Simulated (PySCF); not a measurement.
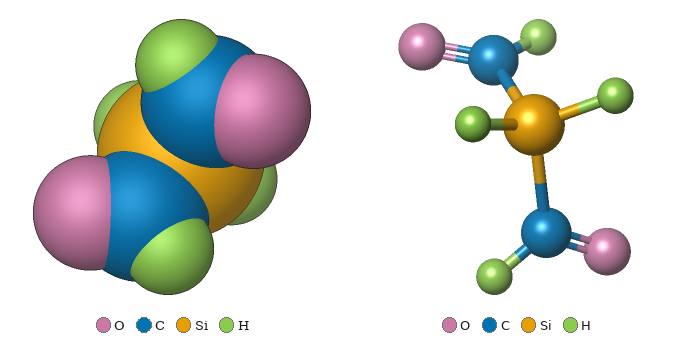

Both panels show the same species.

The computed structure is the end point of a PBE0-D3(BJ)/def2-SVP optimisation. No frequency run is at hand to confirm it as a minimum.

What does the picture show?

Formula C2H4O2Si. As SMILES it reads `O=C[SiH2]C=O`. It has no ring. Among its groups: Si–H bond. Coordination: 2 C trigonal planar; 1 Si tetrahedral.

The parts below concern this one geometry. Atoms keep their numbers from picture to picture.

### NMR shielding

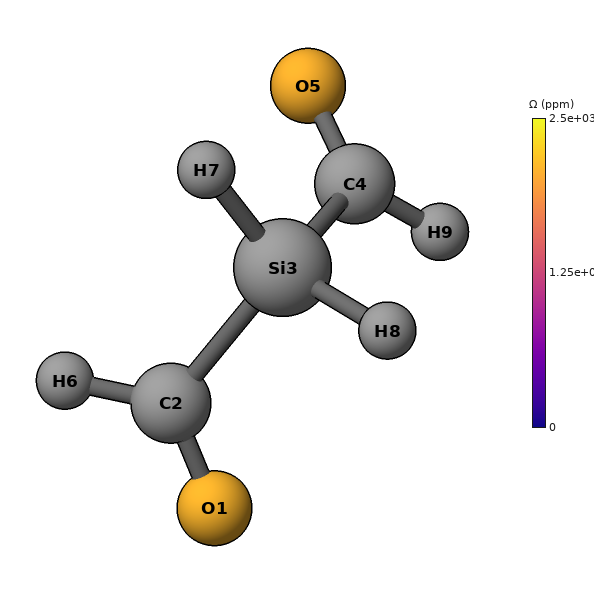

The O atoms are coloured by the span of their shielding tensor. No frequency run is at hand to confirm it as a minimum. Method: GIAO CAM-B3LYP/pcSseg-2 NMR shielding, non-relativistic, gas phase (PySCF 2.14.0). Principal shieldings σ11 ≤ σ22 ≤ σ33, span Ω = σ33 − σ11, skew κ = 3(σiso − σ22)/Ω.

Give the shielding tensors of the O atoms.

```json
{"atom": "O1", "σ11": "−1696.6", "σ22": "−559.3", "σ33": "405.1", "σiso": "−617.0", "Ω": "2101.7", "κ": "−0.08"}
{"atom": "O5", "σ11": "−1681.6", "σ22": "−556.9", "σ33": "402.6", "σiso": "−612.0", "Ω": "2084.2", "κ": "−0.08"}
```

Shieldings and span in ppm.

### Levels of theory compared

No frequency run is at hand to confirm it as a minimum. Program: PySCF 2.14.0.

Tabulate dipole (D) at these levels: B97-2/pcSseg-2; BHandHLYP/pcSseg-2; CAM-B3LYP/pcSseg-2; LC-wPBE/pcSseg-2; PBE0/6-31G; PBE0/STO-3G; PBE0/pcSseg-2; WP04/pcSseg-2; mPW1PW91/pcSseg-2; ωB97X-D/pcSseg-2.

```
             level  dipole (D)
    B97-2/pcSseg-2        1.49
BHandHLYP/pcSseg-2        1.75
CAM-B3LYP/pcSseg-2        1.65
  LC-wPBE/pcSseg-2        1.65
        PBE0/6-31G        1.45
       PBE0/STO-3G        1.08
     PBE0/pcSseg-2        1.50
     WP04/pcSseg-2        1.69
 mPW1PW91/pcSseg-2        1.51
  ωB97X-D/pcSseg-2        1.58
```

### Charges

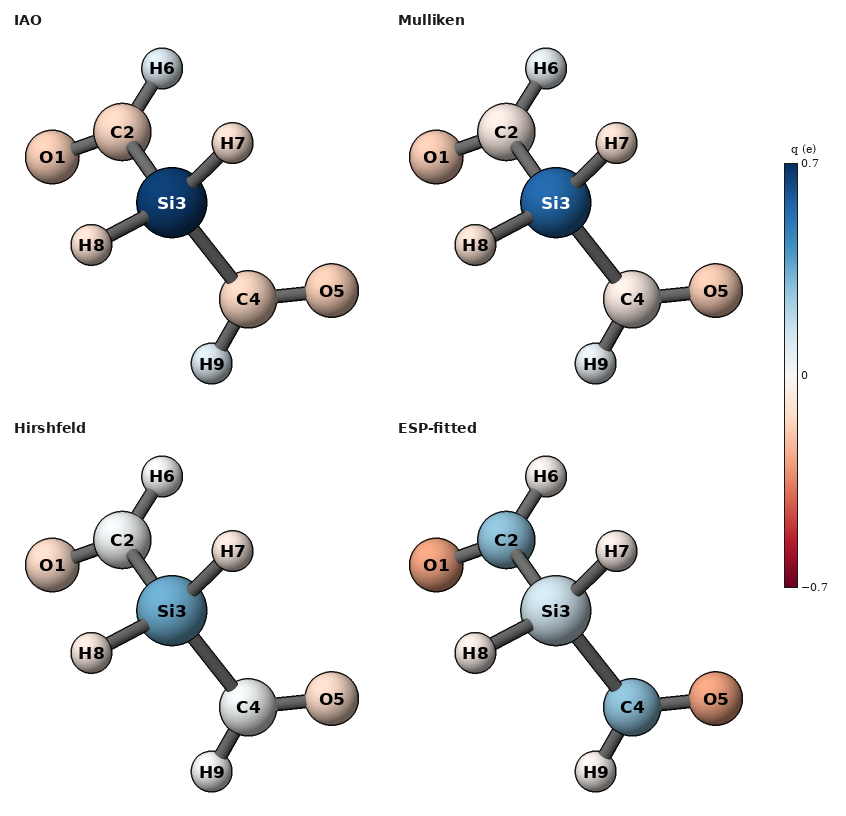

Atomic charges of one calculation by 4 schemes, on one colour scale. No frequency run is at hand to confirm it as a minimum. Computed with PBE0/STO-3G (PySCF 2.14.0).

**Which scheme gives the most polar picture (largest mean size of the charges)?**

The IAO charges are the largest in size here, and the Hirshfeld charges the smallest.

**On which atom do the schemes disagree most?**

On Si3 (from 0.14 to 0.65 e).

List the charges (e), one line for each set of equivalent atoms. Atoms whose distances differ by more than 0.02 Å in this geometry are listed apart.

```
atom    IAO  Mulliken  Hirshfeld  ESP-fitted
  O1  −0.17     −0.17      −0.13       −0.28
  C2  −0.14     −0.06       0.02        0.28
 Si3   0.65      0.55       0.34        0.14
  C4  −0.14     −0.06       0.02        0.28
  O5  −0.17     −0.17      −0.13       −0.28
  H6   0.09      0.06       0.01       −0.03
  H7  −0.10     −0.10      −0.07       −0.04
  H8  −0.10     −0.10      −0.07       −0.04
  H9   0.09      0.06       0.01       −0.03
```

Mulliken values depend strongly on the basis set and can even reverse the polarity of a bond.
